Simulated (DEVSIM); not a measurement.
Device: isotype n-n heterojunction Al0.35Ga0.65N/GaN, at 300 K.

| layer (left to right) | material | thickness (μm) | Nd (cm⁻³) | τn (s) | τp (s) |
|---|---|---|---|---|---|
| 1 | Al0.35Ga0.65N | 0.170 | 5.7e17 | 2.2e-9 | 2.2e-9 |
| 2 | GaN | 0.100 | 9e15 | 2.2e-9 | 2.2e-9 |

Left contact: ohmic. Right contact: ohmic. Voltage is applied to the left contact. Recombination: SRH at mid-gap, radiative. Mobility is constant in doping.

This is a model device: material constants are rounded textbook-type values typed into the input, and sizes, dopings and lifetimes were drawn at random. Values at 300 K.

```csv
parameter,Al0.35Ga0.65N,GaN
gap (eV),4.137,3.43
affinity (eV),3.605,4.1
permittivity,9.29,9.5
Nc (cm⁻³),2.3e18,2.3e18
Nv (cm⁻³),4.6e19,4.6e19
μn (cm²/Vs),381,1200
μp (cm²/Vs),30,100
B (cm³/s),1e-11,1e-11
```

DEVSIM, 1D drift-diffusion, Boltzmann statistics, complete ionisation; no tunnelling, impact ionisation, image-force lowering or self-heating. Band offsets follow the typed affinities; no thermionic-emission limit at abrupt steps, no polarisation charge.

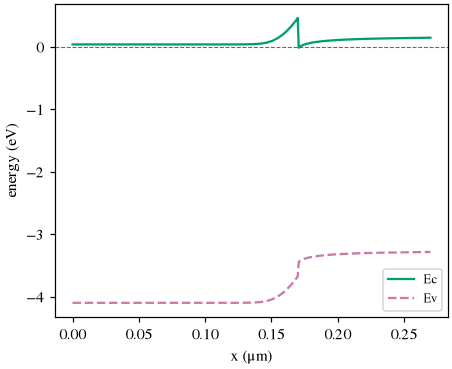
Figure: Band edges at zero bias

Energies count from the Fermi level of the right contact; mesh points crowd at the junctions.

```csv
x (μm),Ec (eV),Ev (eV),n (cm⁻³),p (cm⁻³),field (V/cm)
0.000,0.036,-4.101,5.7e17,< 1e2,≈ 0
0.002992,0.036,-4.101,5.7e17,< 1e2,≈ 0
0.007738,0.036,-4.101,5.7e17,< 1e2,≈ 0
0.01527,0.036,-4.101,5.7e17,< 1e2,≈ 0
0.03259,0.036,-4.101,5.7e17,< 1e2,≈ 0
0.05470,0.036,-4.101,5.7e17,< 1e2,≈ 0
0.09167,0.036,-4.101,5.7e17,< 1e2,≈ 0
0.1300,0.037,-4.100,5.5e17,< 1e2,2400
0.1467,0.066,-4.071,1.8e17,< 1e2,52000
0.1572,0.172,-3.965,3.0e15,< 1e2,160000
0.1638,0.299,-3.838,2.2e13,< 1e2,230000
0.1690,0.433,-3.704,1.2e11,< 1e2,290000
0.1716,-0.001,-3.431,2.4e18,< 1e2,150000
0.1754,0.038,-3.392,5.4e17,< 1e2,70000
0.1840,0.076,-3.354,1.2e17,< 1e2,30000
0.1948,0.099,-3.331,4.9e16,< 1e2,16000
0.2132,0.120,-3.310,2.2e16,< 1e2,7700
0.2341,0.132,-3.298,1.4e16,< 1e2,4300
0.2525,0.138,-3.292,1.1e16,< 1e2,3100
0.2606,0.141,-3.289,1.0e16,< 1e2,2900
0.2659,0.142,-3.288,9.4e15,< 1e2,2800
0.2700,0.143,-3.287,9.0e15,< 1e2,2800
```
